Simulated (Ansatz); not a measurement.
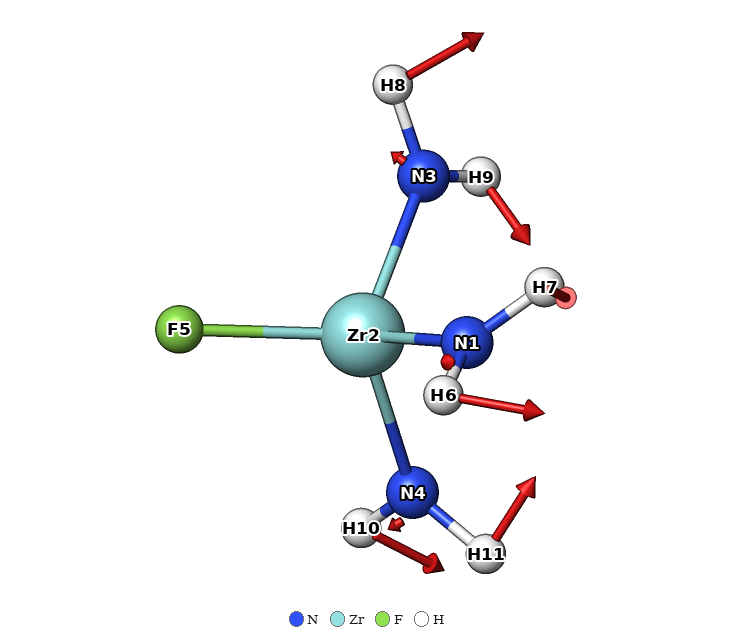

The arrows show one normal mode. The species is neutral and a spin singlet. Harmonic vibrations computed with RKS PBE0-D4/def2-TZVP, core potentials on Zr (Ansatz 0.2.0) at a stationary point of the same level.

What kind of motion is it?

Answer. Mostly H–N–Zr bending.

At what wavenumber does it lie?

Answer. 485 cm⁻¹; it is mode 12 of 27 counted from the lowest.
